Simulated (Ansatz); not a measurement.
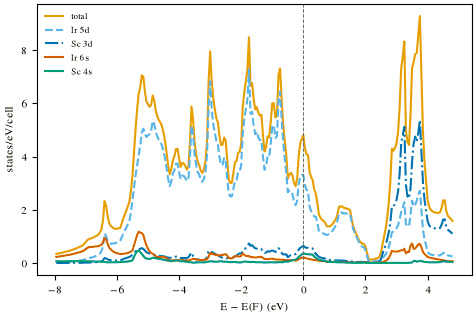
Figure: Total and projected density of states of ScIr$_{3}$ (Cu3Au type, Pm-3m), the program Ansatz at the PBEsol level (PAW)

Question: Which orbitals carry the states next to the Fermi level?

Answer: Within 0.5 eV of the Fermi level: Ir 5d 71 %, Sc 3d 13 %, Sc 4s 6 %, outside the projected shells 6 %. Projections are on Löwdin-orthogonalised atomic valence shells; empty p or d shells of many metals are not among them.

Question: Where is the tallest occupied peak in this window, and what makes it?

Answer: Near -1.8 eV, about 8.5 states/eV per cell; the largest projected share is Ir 5d.

The workflow started from a Materials Project entry (that database holds measured and hypothetical structures alike); the Crystallography Open Database copy checked does not list it. Whether it is the stable phase at ambient conditions was not checked. The cell was relaxed with PBEsol under the symmetry of its start; whether a distortion lowers the energy is not shown. The run is not spin-polarised. Spin–orbit coupling is left out wherever it is not named.

Potentials: the later of the program's two PAW sets.
